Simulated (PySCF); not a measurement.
C₄H₅O₂, charge −1, SMILES `CC(=O)[O-].C#C`.

Computed with PySCF, HF/6-31+G*, geometry: GFN2-xTB.

Geometry (Å), atoms numbered from 1:

```
C1      -0.9653    1.3496    0.0162
C2      -1.3978   -0.1670   -0.0001
O3      -0.4637   -0.9887    0.0402
O4      -2.6115   -0.3947   -0.0454
H5      -1.8316    1.9896   -0.1427
H6      -0.2236    1.5313   -0.7612
H7      -0.5155    1.5815    0.9819
C8       2.3819   -0.2515    0.0068
C9       3.5282    0.0892   -0.0252
H10      1.3514   -0.5402    0.0297
H11      4.5388    0.3834   -0.0517
```

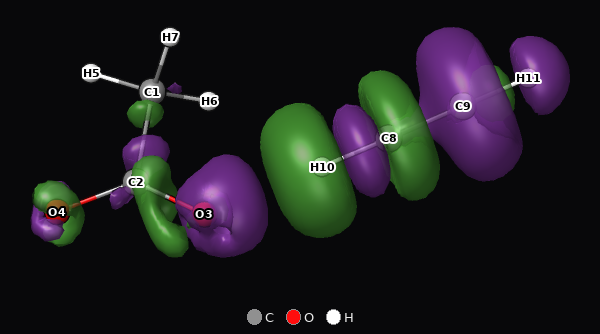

Density of the complex less the densities of the two fragments at the same geometry, ±0.008 e/Å³ (purple: gain, green: loss). Fragment A: H3C2O2(−1) (atoms 1–7); fragment B: H2C2.

Which way does charge flow?

Hirshfeld charges show 0.026 e passing from A to B. By Hirshfeld charges, electrons gather most on C9 (−0.079 e) and leave H10 most (+0.057 e); 0.23 e is displaced in all.

What is the interaction energy, and which contacts carry it?

The counterpoise-corrected interaction energy of the frozen fragments is −9.2 kcal/mol without dispersion correction and −12.3 kcal/mol with D3(BJ). The pair geometry is semi-empirical, not a minimum at this level. Contacts: O3···H10, weak C–H hydrogen bond, 1.87 Å, ρ = 0.031 a.u. The pose is a local one from a semi-empirical search, not shown to be the most stable.
